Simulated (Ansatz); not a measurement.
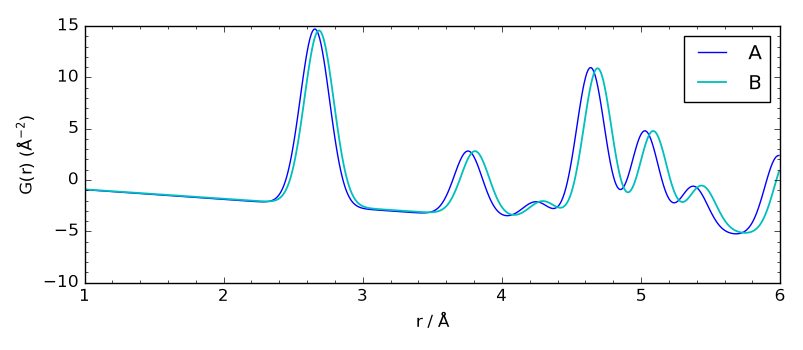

Simulated X-ray pair distribution function, G(r) = R(r)/r − 4πρ₀r, summed over the atomic distances of the structure with each pair weighted by the product of the atomic numbers (X-ray weights at Q = 0); every distance is a Gaussian of σ = 0.10 Å. No termination ripples are included. Both curves are of Ru in space group P6_3/mmc, for two cells of different size. A: coordinates from a relaxation with Ansatz 0.2.0, DFT PBEsol, scalar-relativistic, plane waves, PAW; B: coordinates from a relaxation with DFT PBE, scalar-relativistic, plane waves, PAW (Ansatz 0.2.0).

How does the volume of B compare with that of A?

Answer. Cell B is larger: the volume of B is 3.4 % above that of A (13.32 and 13.77 Å³ per atom), a mean linear change of 1.1 %. The shortest distance is 2.633 Å in A and 2.662 Å in B.

Give both cells.

Answer. Cell A: a = 2.689 Å, b = 2.689 Å, c = 4.254 Å, α = 90.00°, β = 90.00°, γ = 120.00°
Cell B: a = 2.720 Å, b = 2.720 Å, c = 4.298 Å, α = 90.00°, β = 90.00°, γ = 120.00°
